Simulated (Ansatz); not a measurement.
```xyz
4

Al    0.4438    2.2224    1.1226
Al   -0.4434   -2.2223   -1.1229
Sb    1.3059   -0.1315   -0.2557
Sb   -1.3064    0.1314    0.2561
```

Geometry: r2SCAN-D4/def2-SVP; core potentials replace the inner electrons of Sb.

Level of theory: Ansatz 0.2.0, RKS PBE0-D4/def2-TZVP.

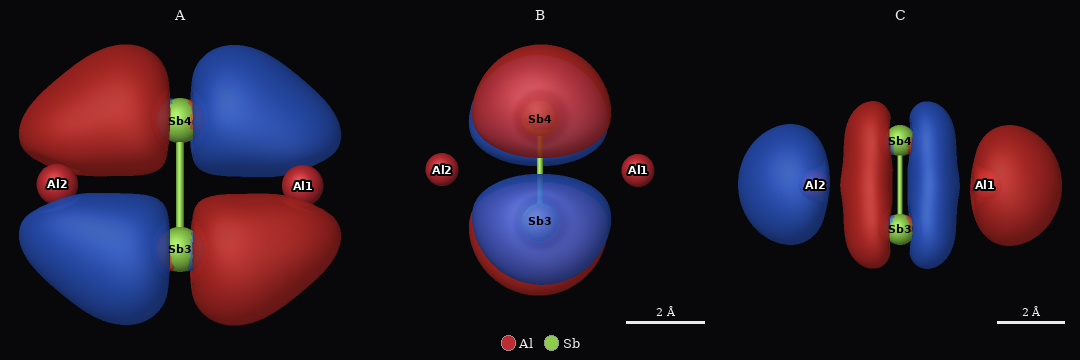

Al···Al···Sb₂. Three frontier orbitals at ±0.06 Å⁻³ᐟ² (red and blue are the two phases), in no order.

Q: Order the three orbitals by energy and name them.

A: A is the HOMO−1 (−6.07 eV). It lies mainly on Sb3 (about 35 %), Sb4 (about 35 %), Al1 (about 15 %) and Al2 (about 15 %); it is symmetric in the molecular plane (an in-plane orbital: σ, lone-pair or in-plane π type); it is gerade (even under inversion). C is the HOMO (−5.26 eV). By Hirshfeld shares it lies mainly on Al1 (about 35 %), Al2 (about 35 %), Sb3 (about 15 %) and Sb4 (about 15 %); it is symmetric in the molecular plane (an in-plane orbital: σ, lone-pair or in-plane π type); it is ungerade (odd under inversion). B is the LUMO (−3.33 eV). Its weight (Hirshfeld) is mainly on Sb3 (about 45 %) and Sb4 (about 45 %); it changes sign across the molecular plane (π type); it is gerade (even under inversion); π-antibonding (a node) across Sb3–Sb4.

Q: What is the HOMO–LUMO gap?

A: 1.93 eV between the orbital energies.
